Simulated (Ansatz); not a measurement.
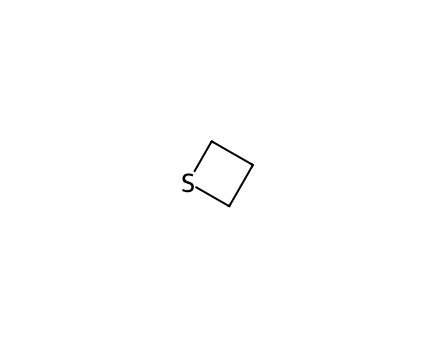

The computed structure is the end point of a PBE0-D4/def2-TZVP optimisation. Program: Ansatz 0.2.0.

At this fixed geometry, give vertical IP (eV), HOMO energy (eV), dipole (D) at these levels: B3LYP-D4/def2-TZVPP; PBE-D4/def2-TZVPP; r2SCAN-D4/def2-TZVPP; ωB97M-V/def2-TZVPP.

```json
{"level": "B3LYP-D4/def2-TZVPP", "vertical IP (eV)": "8.61", "HOMO energy (eV)": "−6.04", "dipole (D)": "1.88"}
{"level": "PBE-D4/def2-TZVPP", "vertical IP (eV)": "8.45", "HOMO energy (eV)": "−5.04", "dipole (D)": "1.84"}
{"level": "r2SCAN-D4/def2-TZVPP", "vertical IP (eV)": "8.44", "HOMO energy (eV)": "−5.26", "dipole (D)": "1.96"}
{"level": "ωB97M-V/def2-TZVPP", "vertical IP (eV)": "8.63", "HOMO energy (eV)": "−8.49", "dipole (D)": "1.87"}
```
